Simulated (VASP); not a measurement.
Energy against volume of NaI (rock salt). All values below come from SCAN meta-GGA, VASP's PBE PAW potentials (set 64) (plane waves; VASP).

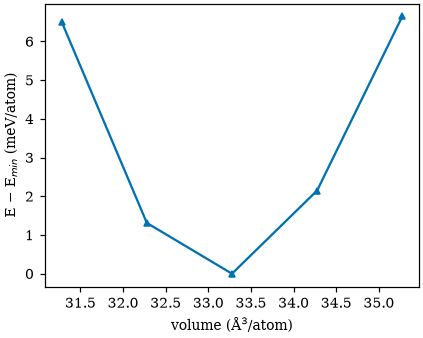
Energy against volume

**Question.** Estimate the equilibrium volume and the bulk modulus.

**Answer.** The minimum lies near 33.1 Å³/atom, and the curvature gives B0 of about 18 GPa.

The compound is NaI in the rock salt structure. It was relaxed first.
